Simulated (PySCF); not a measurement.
# O³⁺: dipole response in aug-cc-pCVTZ-DK plus 1 even-tempered diffuse shell per l

How polarisable is O³⁺ at the levels listed below?

The numbers are computed with PySCF 2.14.0 (unrestricted determinants in a Gaussian basis, no spin-orbit coupling in the energies), except any that are marked as measured or tabulated.

## (1) What is computed

- Element: oxygen (Z = 8)
- Basis: aug-cc-pCVTZ-DK with one added diffuse shell each of s, p, d, f type (8s7p5d3f, 75 functions)
- Hamiltonian: the spin-free X2C one-electron Hamiltonian (Gaussian nucleus)
- State 1: O³⁺: [He] 2s2 2p1, 2P determinant
- Methods: UHF, PBE, PBE0, CAM-B3LYP, TPSSh

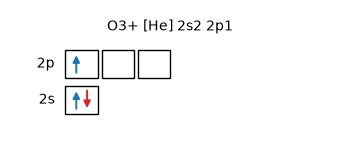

Outer shells as boxes.

One driver process ran all states and methods and kept the integrals in memory. Each run is shown as a PySCF script that sums up its settings (the driver passes frozen orbitals as a list and adds second-order terms of double hybrids); the logs are those of the runs themselves. The driver starts from symmetry-adapted Hartree-Fock orbitals, holds the occupation by maximum overlap and uses a logarithmic radial grid for functionals, so a plain start would take other cycles.

The integrals over 75 functions and the set-up took 0.14 s of CPU time.

## (2) O³⁺

Level: UHF.

Input file input.py:

```python
from pyscf import gto, scf, dft, mp, cc
import basis_set_exchange as bse
mol = gto.M(atom="O 0 0 0", charge=3, spin=1, symmetry="D2h",
            basis=gto.basis.parse(bse.get_basis("aug-cc-pCVTZ-DK", elements=["O"], fmt="nwchem", augment_diffuse=1)),
            nucmod="G")
mf = scf.UHF(mol).sfx2c1e()
mf.irrep_nelec = {'Ag': (2, 2), 'B2u': (1, 0)}
mf.kernel()
```

Standard output:

```text
damping factor = 0
level_shift factor = 0
DIIS = <class 'pyscf.scf.diis.CDIIS'>
diis_start_cycle = 1
diis_space = 10
diis_damp = 0
SCF conv_tol = 1e-09
SCF conv_tol_grad = None
number electrons alpha = 3  beta = 2
cycle= 1 E= -71.1478702262349  delta_E= -0.00404  |g|= 0.0267  |ddm|= 0.0414
cycle= 2 E= -71.1480590706974  delta_E= -0.000189  |g|= 0.0059  |ddm|= 0.00972
cycle= 3 E= -71.1480696763042  delta_E= -1.06e-05  |g|= 0.000175  |ddm|= 0.00296
cycle= 4 E= -71.1480696858836  delta_E= -9.58e-09  |g|= 8.12e-06  |ddm|= 0.000137
cycle= 5 E= -71.1480696859041  delta_E= -2.05e-11  |g|= 6.66e-07  |ddm|= 1.4e-05
converged SCF energy = -71.1480696859041  <S^2> = 0.75289079  2S+1 = 2.0028887
```

It used 5.9 s of CPU time after the integrals (shared host).

Orbital energies by shell (radii are means over both spins):

| shell | electrons | mean orbital energy (eV) | spread (eV) | rms radius (bohr) |
| --- | --- | --- | --- | --- |
| 1s α | 1 | -636.51 | 0 | 0.229 |
| 1s β | 1 | -634.85 | 0 | 0.229 |
| 2s α | 1 | -91.171 | 0 | 1.07 |
| 2s β | 1 | -85.714 | 0 | 1.07 |
| 2p α | 1 | -78.016 | 0 | 1.01 |

⟨S²⟩ = 0.753, ⟨L²⟩ = 2.01.

The driver then solved the coupled dipole response at imaginary frequencies: mean α = 1.409 bohr³ (xx, yy, zz: 1.488, 1.252, 1.488), C₆ = 1.320 au for a like pair.

Level: PBE.

input.py differs from the last one in:

```diff
@@ -5,3 +5,3 @@
             nucmod="G")
-mf = scf.UHF(mol).sfx2c1e()
+mf = dft.UKS(mol, xc="PBE").sfx2c1e()
 mf.irrep_nelec = {'Ag': (2, 2), 'B2u': (1, 0)}
```

Standard output:

```text
damping factor = 0
level_shift factor = 0
DIIS = <class 'pyscf.scf.diis.CDIIS'>
diis_start_cycle = 1
diis_space = 10
diis_damp = 0
SCF conv_tol = 1e-09
SCF conv_tol_grad = None
number electrons alpha = 3  beta = 2
XC functionals = PBE
    J. P. Perdew, K. Burke, and M. Ernzerhof.,  Phys. Rev. Lett. 77, 3865 (1996)
    J. P. Perdew, K. Burke, and M. Ernzerhof.,  Phys. Rev. Lett. 78, 1396 (1997)
    J. P. Perdew, K. Burke, and M. Ernzerhof.,  Phys. Rev. Lett. 77, 3865 (1996)
    J. P. Perdew, K. Burke, and M. Ernzerhof.,  Phys. Rev. Lett. 78, 1396 (1997)
cycle= 1 E= -71.219854820978  delta_E= -0.0045  |g|= 0.0104  |ddm|= 0.089
cycle= 2 E= -71.2198719425209  delta_E= -1.71e-05  |g|= 0.000858  |ddm|= 0.00518
cycle= 3 E= -71.219872112238  delta_E= -1.7e-07  |g|= 7.25e-05  |ddm|= 0.000605
cycle= 4 E= -71.2198721134144  delta_E= -1.18e-09  |g|= 1.23e-05  |ddm|= 0.00012
cycle= 5 E= -71.2198721134377  delta_E= -2.33e-11  |g|= 1.56e-07  |ddm|= 1.67e-05
converged SCF energy = -71.2198721134377  <S^2> = 0.75096734  2S+1 = 2.0009671
```

It used 3.9 s of CPU time after the integrals (shared host).

The driver then solved the coupled dipole response at imaginary frequencies: mean α = 1.343 bohr³ (xx, yy, zz: 1.425, 1.178, 1.425), C₆ = 1.253 au for a like pair.

Level: PBE0.

input.py differs from the last one in:

```diff
@@ -5,3 +5,3 @@
             nucmod="G")
-mf = dft.UKS(mol, xc="PBE").sfx2c1e()
+mf = dft.UKS(mol, xc="PBE0").sfx2c1e()
 mf.irrep_nelec = {'Ag': (2, 2), 'B2u': (1, 0)}
```

Standard output:

```text
damping factor = 0
level_shift factor = 0
DIIS = <class 'pyscf.scf.diis.CDIIS'>
diis_start_cycle = 1
diis_space = 10
diis_damp = 0
SCF conv_tol = 1e-09
SCF conv_tol_grad = None
number electrons alpha = 3  beta = 2
XC functionals = PBE0
    C. Adamo and V. Barone.,  J. Chem. Phys. 110, 6158 (1999)
    M. Ernzerhof and G. E. Scuseria.,  J. Chem. Phys. 110, 5029 (1999)
cycle= 1 E= -71.2328871803778  delta_E= -0.00355  |g|= 0.0123  |ddm|= 0.0659
cycle= 2 E= -71.2329210773959  delta_E= -3.39e-05  |g|= 0.00148  |ddm|= 0.00525
cycle= 3 E= -71.2329216726999  delta_E= -5.95e-07  |g|= 4.41e-05  |ddm|= 0.000739
cycle= 4 E= -71.2329216732237  delta_E= -5.24e-10  |g|= 2.62e-06  |ddm|= 4.41e-05
converged SCF energy = -71.2329216732237  <S^2> = 0.75128229  2S+1 = 2.0012819
```

It used 7.8 s of CPU time after the integrals (shared host).

The driver then solved the coupled dipole response at imaginary frequencies: mean α = 1.353 bohr³ (xx, yy, zz: 1.436, 1.187, 1.436), C₆ = 1.264 au for a like pair.

Level: CAM-B3LYP.

input.py differs from the last one in:

```diff
@@ -5,3 +5,3 @@
             nucmod="G")
-mf = dft.UKS(mol, xc="PBE0").sfx2c1e()
+mf = dft.UKS(mol, xc="CAMB3LYP").sfx2c1e()
 mf.irrep_nelec = {'Ag': (2, 2), 'B2u': (1, 0)}
```

Standard output:

```text
damping factor = 0
level_shift factor = 0
DIIS = <class 'pyscf.scf.diis.CDIIS'>
diis_start_cycle = 1
diis_space = 10
diis_damp = 0
SCF conv_tol = 1e-09
SCF conv_tol_grad = None
number electrons alpha = 3  beta = 2
XC functionals = CAMB3LYP
    T. Yanai, D. P. Tew, and N. C. Handy.,  Chem. Phys. Lett. 393, 51 (2004)
cycle= 1 E= -71.2740845513926  delta_E= -0.0039  |g|= 0.0127  |ddm|= 0.12
cycle= 2 E= -71.2741193968916  delta_E= -3.48e-05  |g|= 0.0016  |ddm|= 0.00667
cycle= 3 E= -71.274120119304  delta_E= -7.22e-07  |g|= 7.12e-05  |ddm|= 0.000971
cycle= 4 E= -71.2741201207163  delta_E= -1.41e-09  |g|= 4.82e-06  |ddm|= 6.54e-05
cycle= 5 E= -71.2741201207191  delta_E= -2.84e-12  |g|= 2.87e-07  |ddm|= 2.6e-06
converged SCF energy = -71.2741201207191  <S^2> = 0.75111939  2S+1 = 2.0011191
```

It used 12 s of CPU time after the integrals (shared host).

The driver then solved the coupled dipole response at imaginary frequencies: mean α = 1.348 bohr³ (xx, yy, zz: 1.434, 1.178, 1.434), C₆ = 1.256 au for a like pair.

Level: TPSSh.

input.py differs from the last one in:

```diff
@@ -5,3 +5,3 @@
             nucmod="G")
-mf = dft.UKS(mol, xc="CAMB3LYP").sfx2c1e()
+mf = dft.UKS(mol, xc="TPSSH").sfx2c1e()
 mf.irrep_nelec = {'Ag': (2, 2), 'B2u': (1, 0)}
```

Standard output:

```text
damping factor = 0
level_shift factor = 0
DIIS = <class 'pyscf.scf.diis.CDIIS'>
diis_start_cycle = 1
diis_space = 10
diis_damp = 0
SCF conv_tol = 1e-09
SCF conv_tol_grad = None
number electrons alpha = 3  beta = 2
XC functionals = TPSSH
    V. N. Staroverov, G. E. Scuseria, J. Tao, and J. P. Perdew.,  J. Chem. Phys. 119, 12129 (2003)
cycle= 1 E= -71.3128977186537  delta_E= -0.00322  |g|= 0.0121  |ddm|= 0.0928
cycle= 2 E= -71.3129299091292  delta_E= -3.22e-05  |g|= 0.0014  |ddm|= 0.00638
cycle= 3 E= -71.312930374655  delta_E= -4.66e-07  |g|= 8.44e-05  |ddm|= 0.000699
cycle= 4 E= -71.3129303755544  delta_E= -8.99e-10  |g|= 4.22e-06  |ddm|= 9.82e-05
converged SCF energy = -71.3129303755544  <S^2> = 0.7514837  2S+1 = 2.0014831
```

CPU time 18 s on a shared host, the integrals not counted.

The driver then solved the coupled dipole response at imaginary frequencies: mean α = 1.369 bohr³ (xx, yy, zz: 1.451, 1.204, 1.451), C₆ = 1.302 au for a like pair.

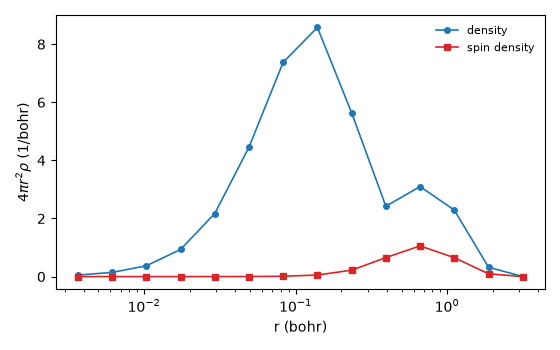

Radial density 4πr²ρ of O³⁺ at UHF, at 14 stored radii joined by straight lines.

## (3) The response side by side

O³⁺, in atomic units:

| method | mean α | C₆ (like pair) | S(−4) |
| --- | --- | --- | --- |
| UHF | 1.409 | 1.320 | 2.939 |
| PBE | 1.343 | 1.253 | 2.337 |
| PBE0 | 1.353 | 1.264 | 2.402 |
| CAM-B3LYP | 1.348 | 1.256 | 2.381 |
| TPSSh | 1.369 | 1.302 | 2.445 |

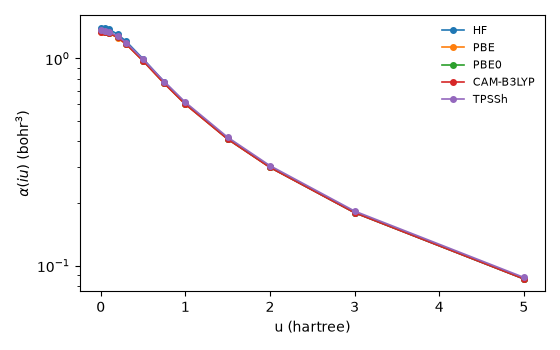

α(iu) of O³⁺, the polarisability at imaginary frequency, on a logarithmic scale.

## (4) Summary of results

| quantity | value |
| --- | --- |
| α of O³⁺ | 1.343 (PBE) to 1.409 (UHF) bohr³ |

What this shows: A single London oscillator with the computed α and C₆ of O³⁺ at UHF would have ω = 4 C₆ / (3 α²) = 0.886 hartree. All values hold for this basis alone; no basis-set limit was taken.
